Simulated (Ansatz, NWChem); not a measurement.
Si3H8 (trisilane): methods side by side

The species is Si3H8 (11 atoms), meant as a singlet with charge 0. SMILES: `[SiH3][SiH2][SiH3]`. Geometry: relaxed at PBE0-D4/def2-TZVP.

```xyz
11

Si   -1.2926    1.3667   -0.5253
Si   -0.4626   -0.8073   -0.2963
Si    1.6319   -0.7744    0.7428
H    -2.6258    1.3677   -1.1851
H    -0.3540    2.1804   -1.3441
H    -1.4225    2.0001    0.8146
H    -0.3434   -1.4402   -1.6402
H    -1.4104   -1.6208    0.5164
H     1.5159   -0.1549    2.0904
H     2.5838    0.0318   -0.0680
H     2.1796   -2.1492    0.8948
```

Quantity: the atomisation enthalpy at 298 K, in kJ/mol. The values are calculated. The thermal term (zero-point and 298 K enthalpy, harmonic and unscaled) is that of B3LYP/6-31G*; the spin-orbit lowering of the free atoms at 298 K, 1.3 kJ/mol by their spectra, is taken off.

**What was measured.** CRC Handbook of Chemistry and Physics gives the atomisation enthalpy at 298 K of the gas as 2973 kJ/mol.

```json
{"level": "HF/6-31G* (spherical functions)", "kind": "Hartree–Fock", "program": "Ansatz", "value (kJ/mol)": "2242", "computed − measured": "-731"}
{"level": "SVWN5/6-31G* (spherical functions)", "kind": "LDA", "program": "Ansatz", "value (kJ/mol)": "3259", "computed − measured": "+286"}
{"level": "BLYP/6-31G* (spherical functions)", "kind": "GGA", "program": "Ansatz", "value (kJ/mol)": "2873", "computed − measured": "-100"}
{"level": "r2SCAN/6-31G* (spherical functions)", "kind": "meta-GGA", "program": "Ansatz", "value (kJ/mol)": "2960", "computed − measured": "-13"}
{"level": "B3LYP/6-31G* (spherical functions)", "kind": "global hybrid", "program": "Ansatz", "value (kJ/mol)": "2930", "computed − measured": "-43"}
{"level": "r2SCAN0/6-31G* (spherical functions)", "kind": "hybrid meta-GGA", "program": "Ansatz", "value (kJ/mol)": "2948", "computed − measured": "-25"}
{"level": "wB97X/6-31G* (spherical functions)", "kind": "range-separated hybrid", "program": "NWChem", "value (kJ/mol)": "2989", "computed − measured": "+16"}
{"level": "PBE-QIDH/6-31G* (spherical functions)", "kind": "double hybrid", "program": "Ansatz", "value (kJ/mol)": "2817", "computed − measured": "-156"}
{"level": "MP3/6-31G* (spherical functions)", "kind": "perturbation theory", "program": "NWChem", "value (kJ/mol)": "2583", "computed − measured": "-390"}
{"level": "CCSD(T)/6-31G* (spherical functions)", "kind": "coupled cluster or CI", "program": "Ansatz", "value (kJ/mol)": "2600", "computed − measured": "-373"}
```

Nearest: r2SCAN/6-31G* (spherical functions) (-13 kJ/mol); farthest: HF/6-31G* (spherical functions) (-731 kJ/mol). Computed less measured by kind, in kJ/mol (of the ab initio rows, those in 6-31G*): Hartree–Fock -731; LDA +286; GGA -100; meta-GGA -13; global hybrid -43 to -25; range-separated hybrid +16; double hybrid -156; perturbation theory -390; coupled cluster or CI -373. Wave-function methods converge slowly with the basis and bind too weakly in sets of this size; that is part of their error here. The measured heats of formation of B, Si, Al and metal atoms are uncertain by some kJ/mol each.

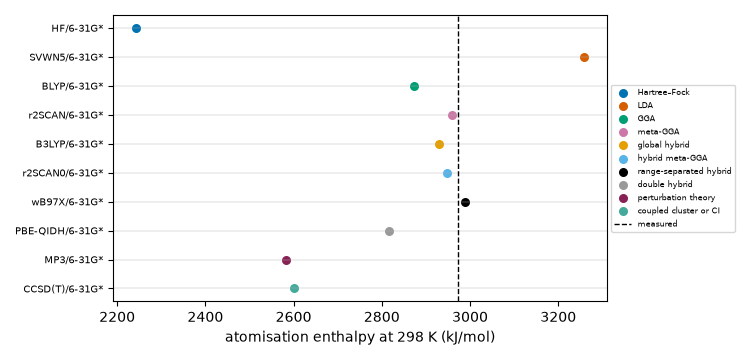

The values of the table, level by level.
